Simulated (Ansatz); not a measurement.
**GaH2F (SMILES [H][Ga]([H])[F]): levels of theory compared**

Wanted: a comparison of 6 runs (UHF/STO-3G, BHLYP/STO-3G, BLYP/STO-3G, PBE/STO-3G, revPBE/STO-3G, CCSD/STO-3G) of GaH2F. 

Program for the calculation: Ansatz 0.2.0.

84 further runs of the same task are left out: 38 that didn't finish, 46 set aside as unsound or not needed.

## (1) The system as given

The species is GaH2F (4 atoms), meant as a singlet with charge 0. As SMILES, `[H][Ga]([H])[F]`. The H3–Ga1 distance was set to 2.314 Å, away from the relaxed value. At this shape a bond of the SMILES string is far longer than usual.

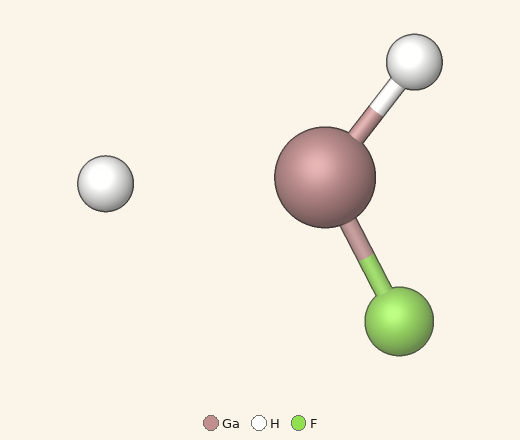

The structure, seen from a chosen angle (gallium pink, hydrogen white, fluorine green).

## (2) The energy at UHF/STO-3G (run 1)

File in.yaml:

```yaml
crystal:
  periodic: [false, false, false]
  atoms:
    - {symbol: Ga, position_ang: [0.475576, -0.558895, 0.010675]}
    - {symbol: H, position_ang: [2.011246, -0.704115, 0.023755]}
    - {symbol: H, position_ang: [-0.797470, 1.373580, -0.018980]}
    - {symbol: F, position_ang: [-0.416324, -2.043035, 0.014195]}
basis:
  gaussian: {orbitals: STO-3G}
accuracy: high
hamiltonian: {xc: hf}
magnetization: {spin_polarized: true, initial_magnetization: 0}
```

Command:

```sh
$ ansatz run in.yaml --threads 1 --pin off --max-ram 2610MiB --events-out events.jsonl --progress --plain --runs-dir runs
```

Log, cut to the lines that bear on the results:

```text
Warning: RAYON_NUM_THREADS=1 ignored (pool sized by the plan → 1); use --threads N
Functional definition: HF
  name "HF"
[...]
356 factors; integrals over basis functions are off by at most 6.0e-9 eV
[...]
mean field -54423.63077160 eV, -2000.0315411943 hartree, gradient 4.0e-8 eV, S^2 1.582217; 9 other end points of the search recorded, 0 dependent functions left out
reference -54423.63077160 eV, -2000.0315411943 hartree; 21, 21 occupied and 4, 4 virtual orbitals, 356 factors
Total energy: -54423.63077160 eV, -2000.0315411943 hartree
```

It took 2.8 s on 1 thread of Arm Neoverse V1, shared host.

## (3) A single-point energy at BHLYP/STO-3G (run 2)

File molecule.yaml:

```yaml
crystal:
  periodic: [false, false, false]
  atoms:
    - {symbol: Ga, position_ang: [0.475576, -0.558895, 0.010675]}
    - {symbol: H, position_ang: [2.011246, -0.704115, 0.023755]}
    - {symbol: H, position_ang: [-0.797470, 1.373580, -0.018980]}
    - {symbol: F, position_ang: [-0.416324, -2.043035, 0.014195]}
basis:
  gaussian: {orbitals: STO-3G}
hamiltonian: {xc: {name: BHLYP}}
accuracy: high
```

Command:

```sh
$ ansatz run molecule.yaml --threads 1 --pin off --max-ram 2610MiB --events-out events.jsonl --progress --plain --runs-dir runs
```

Log:

```text
Warning: RAYON_NUM_THREADS=1 ignored (pool sized by the plan → 1); use --threads N
Functional definition: BHLYP
  name "BHLYP"
  parameter a = 0.5
  exchange = (1 - a)*b88_x + a*exact_x
  correlation = lyp_c
356 factors; integrals over basis functions are off by at most 6.0e-9 eV
mean field evaluation 1: about -54237.5424 eV, gradient 2.5e2 eV
mean field evaluation 2: about -54345.9802 eV, gradient 1.6e2 eV
mean field evaluation 4: about -54444.0736 eV, gradient 7.1e1 eV
mean field evaluation 8: about -54468.3509 eV, gradient 8.1e-1 eV
mean field evaluation 16: about -54468.3967 eV, gradient 2.8e-2 eV
mean field evaluation 32: about -54468.3967 eV, gradient 1.5e-5 eV
mean field evaluation 64: about -54468.2953 eV, gradient 1.8e0 eV
mean field -54468.39672689 eV, -2001.6766597079 hartree, gradient 4.1e-8 eV, S^2 0.000000; 6 other end points of the search recorded, 0 dependent functions left out
reference -54468.39674443 eV, -2001.6766603523 hartree; 21, 21 occupied and 4, 4 virtual orbitals, 356 factors
Total energy: -54468.39674443 eV, -2001.6766603523 hartree
```

Wall time 2.3 s (1 thread of Arm Neoverse V1, shared host).

Runs 3 to 4 aren't shown in full; the table further down has their settings and results.

## (4) A single-point energy at revPBE/STO-3G (run 5)

Changes to molecule.yaml since step 3:

```diff
@@ -8,4 +8,6 @@
 basis:
-  gaussian: {orbitals: STO-3G}
-hamiltonian: {xc: {name: BHLYP}}
+  gaussian:
+    orbitals: STO-3G
+hamiltonian:
+  xc: {name: revPBE}
 accuracy: high
```

Command:

```sh
$ ansatz run molecule.yaml --threads 1 --pin off --max-ram 2610MiB --events-out events.jsonl --progress --plain --runs-dir runs
```

Log:

```text
Warning: RAYON_NUM_THREADS=1 ignored (pool sized by the plan → 1); use --threads N
Functional definition: revPBE
  name "revPBE"
  parameter kappa = 1.245
  parameter beta = 0.06672455060314922
  exchange = pbe_x(kappa = kappa, mu = beta*pi^2/3)
  correlation = pbe_c(beta = beta)
356 factors; integrals over basis functions are off by at most 6.0e-9 eV
mean field evaluation 1: about -53845.1336 eV, gradient 2.1e2 eV
mean field evaluation 2: about -54194.8680 eV, gradient 1.9e2 eV
mean field evaluation 4: about -54292.1884 eV, gradient 1.9e2 eV
mean field evaluation 8: about -54297.1939 eV, gradient 1.8e2 eV
mean field evaluation 16: about -54442.6085 eV, gradient 6.4e1 eV
mean field evaluation 32: about -54464.7556 eV, gradient 1.6e-8 eV
mean field evaluation 64: about -54455.0653 eV, gradient 5.8e1 eV
mean field -54464.75557389 eV, -2001.5428498032 hartree, gradient 1.7e-8 eV, S^2 0.000000; 6 other end points of the search recorded, 0 dependent functions left out
reference -54464.75557612 eV, -2001.5428498853 hartree; 21, 21 occupied and 4, 4 virtual orbitals, 356 factors
Total energy: -54464.75557612 eV, -2001.5428498853 hartree
```

It took 3.9 s on 1 thread of Arm Neoverse V1, shared host; peak memory 0.092 GiB.

## (5) A single-point energy at CCSD/STO-3G (run 6)

File input.yaml:

```yaml
crystal:
  periodic: [false, false, false]
  atoms:
    - {symbol: Ga, position_ang: [0.475576, -0.558895, 0.010675]}
    - {symbol: H, position_ang: [2.011246, -0.704115, 0.023755]}
    - {symbol: H, position_ang: [-0.797470, 1.373580, -0.018980]}
    - {symbol: F, position_ang: [-0.416324, -2.043035, 0.014195]}
basis:
  gaussian: {orbitals: STO-3G}
scf: {omitted_lower_state_checks: [cluster_reference, increment]}
correlation: {method: ccsd, frozen_orbitals: {F: 1, Ga: 9, H: 0}}
accuracy: high
```

Command:

```sh
$ ansatz run input.yaml --threads 1 --pin off --max-ram 2610MiB --events-out events.jsonl --progress --plain --runs-dir runs
```

Log:

```text
Warning: RAYON_NUM_THREADS=1 ignored (pool sized by the plan → 1); use --threads N
[... 12 lines left out ...]
10 core orbitals not correlated: weight in the atoms' cores, before any rotation towards them, 1.000 or more for the frozen orbitals, at most 0.000 for the correlated occupied ones
[... 202 lines left out ...]
Total energy: -54424.40153144 eV, -2000.0598660962 hartree
Checks for a lower state left out: cluster_reference, increment
```

Run time: 0.79 s. Hardware: 1 thread of Arm Neoverse V1, shared host.

## (6) The series

```
run          level  frozen core orbitals   energy (Eh)  wall time
  1     UHF/STO-3G                     –  -2000.031541      2.8 s
  2   BHLYP/STO-3G                     –  -2001.676660      2.3 s
  3    BLYP/STO-3G                     –  -2001.620407      3.6 s
  4     PBE/STO-3G                     –  -2001.273207      3.9 s
  5  revPBE/STO-3G                     –  -2001.542850      3.9 s
  6    CCSD/STO-3G                    10  -2000.059866     0.79 s
```

## (7) Outcome

| quantity | value |
| --- | --- |
| run 6: total energy | -2000.05987 Eh |
| run 6: correlation energy (10 core orbitals frozen) | -131.5 mEh |
| run 6: T1 diagnostic | 0.077 |

In words: Totals of different functionals can't be ranked against each other. In run 6 the T1 diagnostic is large, so a single reference may not serve. In run 6 the log says that unrestricted orbitals would lower the reference, so the values rest on an unstable closed-shell determinant (other closed-shell runs at this shape may share the fault). In runs 1, 2, 3, 4, 5, 6 the basis is minimal, so the values are rough. Spin contamination of the reference: run 1 ⟨S²⟩ = 1.58. Where it is this large, the reference is a mixture of spin states, and values that rest on it are in doubt. All runs together took 17 s, the longest 3.9 s.
